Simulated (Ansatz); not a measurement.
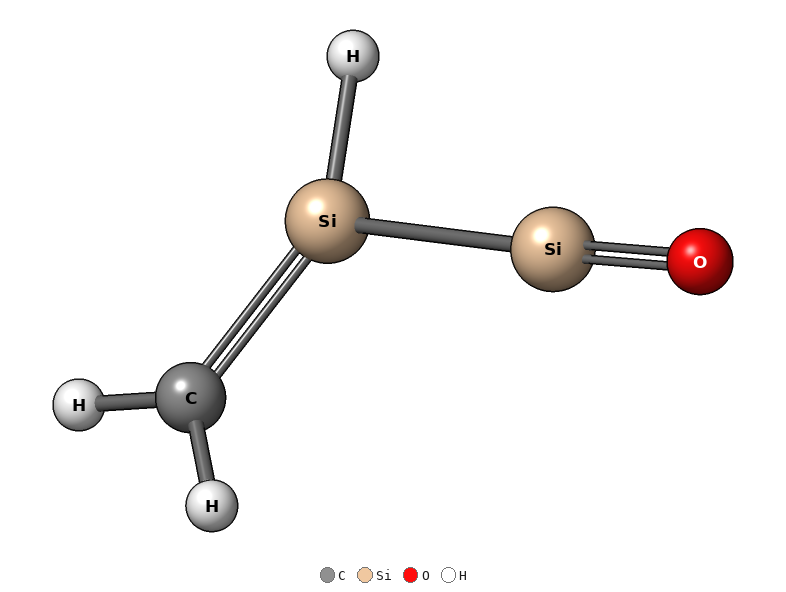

The picture shows the input geometry.

Ansatz 0.2.0 input:

```yaml
crystal:
  periodic: [false, false, false]
  atoms:
    - {symbol: C, position_ang: [-1.001550, 1.040750, -0.430190]}
    - {symbol: Si, position_ang: [0.586430, 0.525350, 0.124920]}
    - {symbol: Si, position_ang: [0.708430, -1.774590, 0.419500]}
    - {symbol: O, position_ang: [0.836040, -3.247340, 0.625380]}
    - {symbol: H, position_ang: [-1.230600, 2.080410, -0.614400]}
    - {symbol: H, position_ang: [-1.811570, 0.347450, -0.611430]}
    - {symbol: H, position_ang: [1.912840, 1.027980, 0.486220]}
basis:
  gaussian: {orbitals: def2-TZVP}
total_charge: 1
hamiltonian: {xc: pbe0, dispersion: d4}
relax: {f_tol: 0.005, max_steps: 200}
```

Command:

```sh
ansatz run in.yaml --threads 2 --pin off --events-out ev --progress --plain --max-ram 4352MiB
```

What the program printed (its end):

```
mean field -18869.37750176 eV, -693.4368330664 hartree, gradient 9.5e-6 eV, S^2 0.000000; 1 other end points of the search recorded, 0 dependent functions left out
the calculation of the forces begins
reference -18869.37753238 eV, -693.4368341916 hartree; 22, 22 occupied and 132, 132 virtual orbitals, 999 factors
Total energy: -18869.50716618 eV, -693.4415981458 hartree
Atom 0 at    -0.912047     0.927644    -0.389684 Å, force    -0.001450    -0.000162    -0.000348 eV/Å
Atom 1 at     0.672650     0.596012     0.145199 Å, force     0.001335     0.002507     0.000026 eV/Å
Atom 2 at     0.674574    -1.705671     0.401469 Å, force    -0.001684     0.001238    -0.000529 eV/Å
Atom 3 at     0.528784    -3.186216     0.520409 Å, force     0.000511    -0.000952     0.000169 eV/Å
Atom 4 at    -1.242649     1.941484    -0.606218 Å, force     0.001823    -0.001105     0.000626 eV/Å
Atom 5 at    -1.656892     0.151826    -0.537387 Å, force    -0.001234    -0.001211    -0.000233 eV/Å
Atom 6 at     1.935600     1.274931     0.466211 Å, force     0.000699    -0.000315     0.000288 eV/Å
Dipole moment:     0.173603     0.981558    -0.054645 e Å
```
